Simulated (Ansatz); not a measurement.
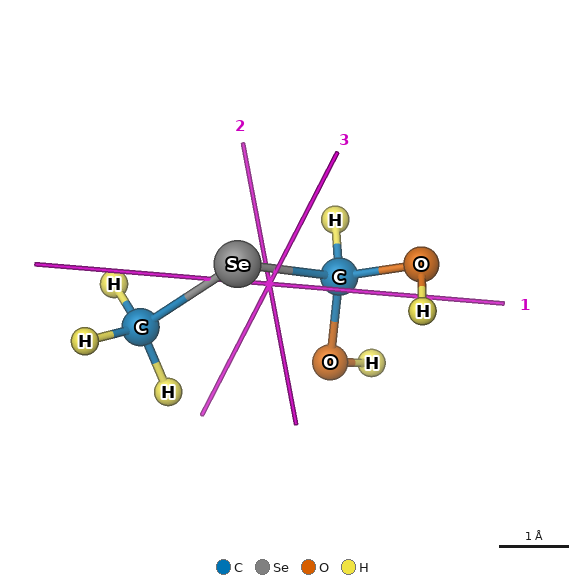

The three principal axes of inertia are drawn and numbered. Distant atoms are faded towards the background colour. The computed structure is the end point of a PBE-D4/def2-SVP optimisation. No frequency run is at hand to confirm it as a minimum. Masses are those of the most abundant isotopes; constants are for the rigid equilibrium geometry.

Q: Which line is the a axis (least moment of inertia), which b and which c?

A: a is line 1, b is line 3, c is line 2; the moments are 98.3, 210, 293 u Å².

Q: What kind of rotor is it, and what are its rotational constants in GHz?

A: An asymmetric top (C1): A = 5.14, B = 2.40, C = 1.72 GHz. Ray's parameter κ is −0.60, nearer the prolate limit.
